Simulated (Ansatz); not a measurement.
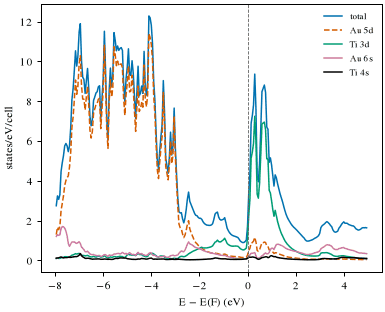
*Total and projected density of states of TiAu$_{4}$ in space group I4/m (No. 87; Ti on 2a, Au on 8h), r²SCAN in the plane-wave PAW code Ansatz*

Question: Which orbitals carry the states next to the Fermi level?

Answer: Within 0.5 eV of the Fermi level: Ti 3d 73 %, Au 5d 13 %, outside the projected shells 6 %. Projections are on Löwdin-orthogonalised atomic valence shells; empty p or d shells of many metals are not among them.

Question: Where is the tallest occupied peak in this window, and what makes it?

Answer: Near -4.1 eV, about 12 states/eV per cell; the largest projected share is Au 5d.

The workflow started from a Materials Project entry (that database holds measured and hypothetical structures alike); the Crystallography Open Database copy checked does not list it. With Ti and Au taken as one species the cell has the higher symmetry Fm-3m, so it may be an ordered model of a mixed-site phase. Whether it is the stable phase at ambient conditions was not checked. The r²SCAN relaxation kept the symmetry of its start; whether a distortion lowers the energy is not shown. No spin polarisation was allowed. Scalar-relativistic: spin–orbit coupling is off unless named, which matters more the heavier the elements.

Potentials: the later of the program's two PAW sets.
